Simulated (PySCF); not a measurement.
Run report: C₂H₈P (charge +1), interaction-energy calculation

System: C₂H₈P, charge +1, SMILES C=C.[PH4+].
Method: wB97M-D3(BJ)/def2-TZVPD interaction energy, counterpoise and uncorrected, gas phase (PySCF 2.14.0).

The geometry comes from this level: PBE0-D3(BJ)/def2-SVPD.

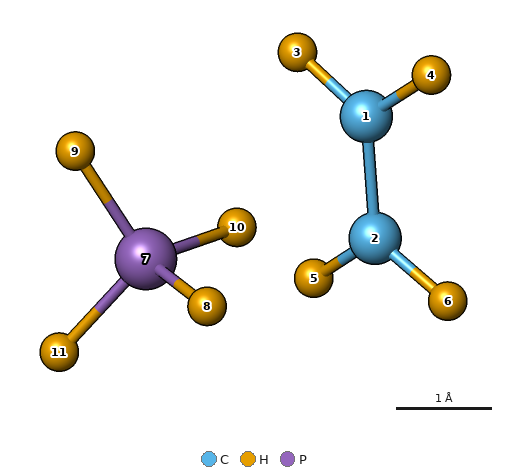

Figure 1. The structure as given in the input (ball-and-stick view, seen at a tilt; atoms are numbered from 1 in the order of the input).

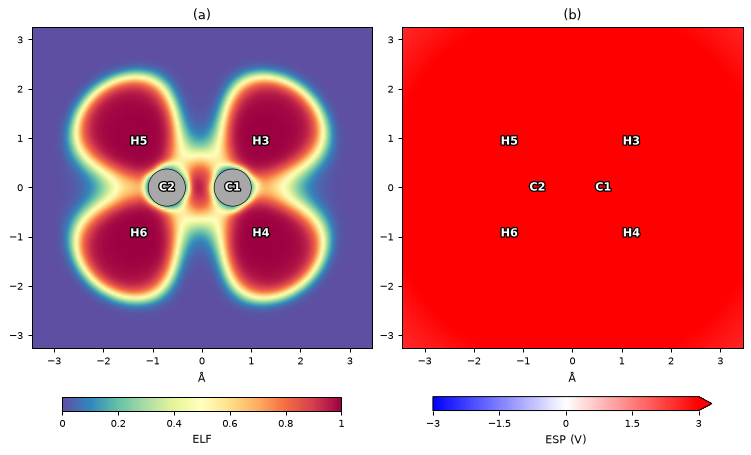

Figure 2. (a) ELF; (b) electrostatic potential on the plane of atoms H5, C2 and H6. Grey discs, where drawn, cover atomic cores. Atoms in the plane: C and H. C–C (1.34 Å): the ELF peaks at about 0.95 between the atoms; a multiple bond by its length, whose ELF region spreads away from the axis. C–H (1.09 Å): the ELF climbs to about 1 towards the hydrogen, as it does in any bond to H; a covalent bond by its length. The potential has no marked negative region in this plane.

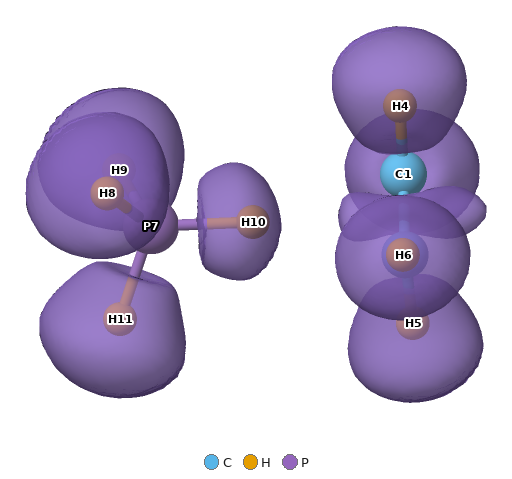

Figure 3. Isosurface of the electron localisation function at 0.8 (purple), seen at a tilt. Core shells and regions of very low density are left out. The ELF exceeds this value in one region between bonded C–C atoms (shared pairs) and eight regions around hydrogen nuclei. Values along the shortest contacts: C–C (1.34 Å): the ELF peaks at about 0.95 between the atoms; a multiple bond by its length, whose ELF region spreads away from the axis.

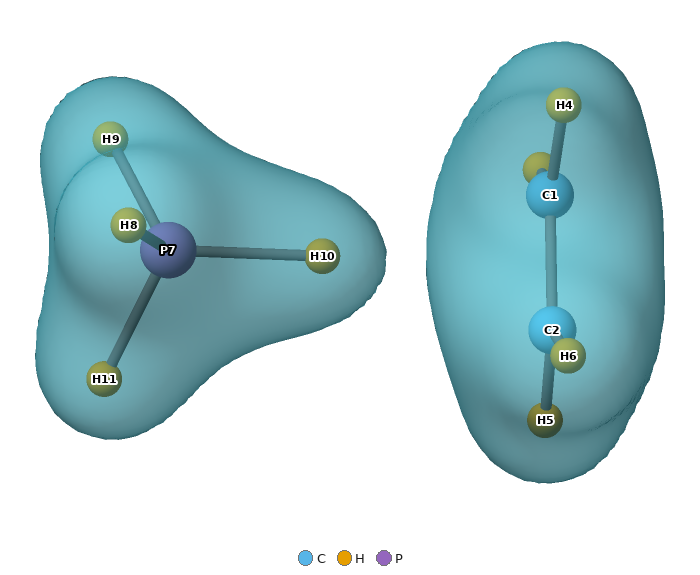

Figure 4. Isosurface of the total electron density at 0.2 e/Å³ (cyan), seen at a tilt. At this value the surface falls into two separate pieces. It is pinched off along the C···H (2.25 Å) contacts. On the grid the lowest density along these lines, outside the cores, is 0.15 e/Å³ (C···H, 2.25 Å), 2.3 e/Å³ (C–C, 1.34 Å), 1.9 e/Å³ (C–H, 1.09 Å) and 1.2 e/Å³ (P–H, 1.41 Å).

The input that produced these results follows, with the program's output.

Input file
```
{"job": {"kind": "inter", "xc": "wB97M-D3(BJ)", "basis": "def2-TZVPD", "pairs": false}, "charge": 1, "multiplicity": 1, "parts": [{"atoms": "0-5", "charge": 0, "multiplicity": 1}, {"atoms": "6-10", "charge": 1, "multiplicity": 1}]}
C     -0.492540    -0.064705     0.215773
C      0.836101     0.012770     0.074073
H     -1.135981     0.801986     0.041466
H     -0.977261    -0.979178     0.568651
H      1.324728     0.945210    -0.221516
H      1.485850    -0.835708     0.305290
P     -0.184584    -1.050894    -3.294831
H      0.087975    -2.424204    -3.457773
H     -1.500764    -0.817468    -3.742368
H     -0.028191    -0.644717    -1.911136
H      0.689795    -0.335863    -4.138177
```

The first line tells a small driver script what to run in PySCF; the rest is the geometry in Å.

Launch command:
```bash
OMP_NUM_THREADS=1 python <driver script> task.json out
```

What the program printed
```
part 1, own basis, geometry of the cluster
coarse grid: 20248 points
cycle   1  E = -78.6234236901  dE =  1.800e-02  |g| = 1.540e-01  |ddm| = 1.587e+00
cycle   2  E = -78.6288432558  dE = -5.420e-03  |g| = 8.121e-02  |ddm| = 2.453e-01
cycle   3  E = -78.6304597789  dE = -1.617e-03  |g| = 1.523e-02  |ddm| = 7.948e-02
cycle   4  E = -78.6305399787  dE = -8.020e-05  |g| = 1.749e-03  |ddm| = 2.543e-02
cycle   5  E = -78.6305418046  dE = -1.826e-06  |g| = 3.632e-04  |ddm| = 4.150e-03
final grid: 43904 points
cycle   6  E = -78.6305378108  dE = -1.308e-07  |g| = 1.344e-04  |ddm| = 2.686e-03
cycle   7  E = -78.6305378255  dE = -1.470e-08  |g| = 6.304e-05  |ddm| = 5.679e-04
cycle   8  E = -78.6305378275  dE = -1.919e-09  |g| = 2.852e-05  |ddm| = 1.858e-04
cycle   9  E = -78.6305378279  dE = -4.487e-10  |g| = 3.775e-06  |ddm| = 1.018e-04
converged SCF energy = -78.6305378279

part 2, own basis, geometry of the cluster
coarse grid: 16304 points
cycle   1  E = -343.4581355721  dE =  1.196e-01  |g| = 2.823e-01  |ddm| = 1.390e+00
cycle   2  E = -343.4863410752  dE = -2.821e-02  |g| = 1.356e-01  |ddm| = 3.464e-01
cycle   3  E = -343.4897283969  dE = -3.387e-03  |g| = 2.032e-02  |ddm| = 1.782e-01
cycle   4  E = -343.4898532098  dE = -1.248e-04  |g| = 4.455e-03  |ddm| = 2.780e-02
cycle   5  E = -343.4898639858  dE = -1.078e-05  |g| = 7.683e-04  |ddm| = 8.417e-03
cycle   6  E = -343.4898645539  dE = -5.680e-07  |g| = 1.591e-04  |ddm| = 2.798e-03
final grid: 33416 points
cycle   7  E = -343.4898635386  dE = -3.507e-08  |g| = 8.482e-05  |ddm| = 6.924e-04
cycle   8  E = -343.4898635417  dE = -3.056e-09  |g| = 4.538e-05  |ddm| = 1.068e-04
cycle   9  E = -343.4898635421  dE = -3.822e-10  |g| = 9.145e-06  |ddm| = 4.787e-05
converged SCF energy = -343.4898635421

part 1, own basis, relaxed alone
coarse grid: 20248 points
cycle   1  E = -78.6236373235  dE =  3.226e-02  |g| = 1.578e-01  |ddm| = 1.593e+00
cycle   2  E = -78.6291717299  dE = -5.534e-03  |g| = 8.449e-02  |ddm| = 2.539e-01
cycle   3  E = -78.6309173009  dE = -1.746e-03  |g| = 1.506e-02  |ddm| = 8.209e-02
cycle   4  E = -78.6309962041  dE = -7.890e-05  |g| = 1.738e-03  |ddm| = 2.536e-02
cycle   5  E = -78.6309980099  dE = -1.806e-06  |g| = 3.613e-04  |ddm| = 3.924e-03
final grid: 43904 points
cycle   6  E = -78.6309981468  dE = -1.255e-07  |g| = 1.334e-04  |ddm| = 2.893e-03
cycle   7  E = -78.6309981609  dE = -1.410e-08  |g| = 6.331e-05  |ddm| = 5.541e-04
cycle   8  E = -78.6309981628  dE = -1.860e-09  |g| = 2.741e-05  |ddm| = 1.728e-04
cycle   9  E = -78.6309981632  dE = -4.376e-10  |g| = 1.376e-06  |ddm| = 9.781e-05
converged SCF energy = -78.6309981632

part 2, own basis, relaxed alone
coarse grid: 16304 points
cycle   1  E = -343.4598118102  dE =  1.374e-01  |g| = 2.813e-01  |ddm| = 1.401e+00
cycle   2  E = -343.4879796189  dE = -2.817e-02  |g| = 1.340e-01  |ddm| = 3.437e-01
cycle   3  E = -343.4912645415  dE = -3.285e-03  |g| = 2.034e-02  |ddm| = 1.772e-01
cycle   4  E = -343.4913882060  dE = -1.237e-04  |g| = 4.427e-03  |ddm| = 2.793e-02
cycle   5  E = -343.4913988688  dE = -1.066e-05  |g| = 7.630e-04  |ddm| = 8.360e-03
cycle   6  E = -343.4913994258  dE = -5.571e-07  |g| = 1.564e-04  |ddm| = 2.780e-03
final grid: 33416 points
cycle   7  E = -343.4913927804  dE = -3.272e-08  |g| = 8.476e-05  |ddm| = 1.010e-03
cycle   8  E = -343.4913927832  dE = -2.757e-09  |g| = 4.458e-05  |ddm| = 1.676e-04
cycle   9  E = -343.4913927835  dE = -3.483e-10  |g| = 8.539e-06  |ddm| = 4.734e-05
converged SCF energy = -343.4913927835

cluster
final grid: 77320 points
cycle   1  E = -422.1300640826  dE = -1.494e-02  |g| = 5.345e-02  |ddm| = 8.570e-01
cycle   2  E = -422.1318118938  dE = -1.748e-03  |g| = 1.885e-02  |ddm| = 1.355e-01
cycle   3  E = -422.1320471014  dE = -2.352e-04  |g| = 6.850e-03  |ddm| = 4.046e-02
cycle   4  E = -422.1320996027  dE = -5.250e-05  |g| = 1.788e-03  |ddm| = 2.780e-02
cycle   5  E = -422.1321007524  dE = -1.150e-06  |g| = 6.217e-04  |ddm| = 5.419e-03
cycle   6  E = -422.1321008785  dE = -1.261e-07  |g| = 1.897e-04  |ddm| = 2.536e-03
cycle   7  E = -422.1321008892  dE = -1.071e-08  |g| = 5.157e-05  |ddm| = 5.568e-04
cycle   8  E = -422.1321008900  dE = -8.343e-10  |g| = 7.162e-06  |ddm| = 1.189e-04
converged SCF energy = -422.1321008900

part 1 in the basis of the cluster
final grid: 77320 points
cycle   1  E = -78.6306387793  dE = -1.004e-04  |g| = 2.033e-03  |ddm| = 3.419e-01
cycle   2  E = -78.6306425685  dE = -3.789e-06  |g| = 4.512e-04  |ddm| = 4.873e-02
cycle   3  E = -78.6306428166  dE = -2.481e-07  |g| = 1.284e-04  |ddm| = 1.016e-02
cycle   4  E = -78.6306428227  dE = -6.047e-09  |g| = 3.241e-05  |ddm| = 3.275e-04
cycle   5  E = -78.6306428234  dE = -7.668e-10  |g| = 4.646e-06  |ddm| = 2.130e-04
converged SCF energy = -78.6306428234

part 2 in the basis of the cluster
final grid: 77320 points
cycle   1  E = -343.4899047311  dE = -5.141e-05  |g| = 9.527e-04  |ddm| = 3.502e-01
cycle   2  E = -343.4899050127  dE = -2.816e-07  |g| = 9.798e-05  |ddm| = 2.998e-02
cycle   3  E = -343.4899050171  dE = -4.382e-09  |g| = 1.210e-05  |ddm| = 3.581e-03
cycle   4  E = -343.4899050171  dE = -3.411e-11  |g| = 4.634e-06  |ddm| = 1.412e-04
converged SCF energy = -343.4899050171

Interaction energy (kcal/mol)
  counterpoise       -8.877
  uncorrected        -8.975
  dispersion part    -1.627
  deformation         1.259
  binding            -7.617

Decomposition of the uncorrected value (kcal/mol)
  electrostatic      -9.053
  Pauli              12.361
  orbital           -10.656
  dispersion         -1.627

Charge of each part in the cluster: 0.071 0.929
```

Summary

```tsv
quantity	value
outcome	converged
total energy	−422.142047 hartree
interaction energy, counterpoise-corrected	−8.88 kcal/mol
HOMO	−14.46 eV
LUMO	−3.86 eV
hardware	1 CPU thread, shared host
wall time	48 s
peak memory	0.62 GiB
```
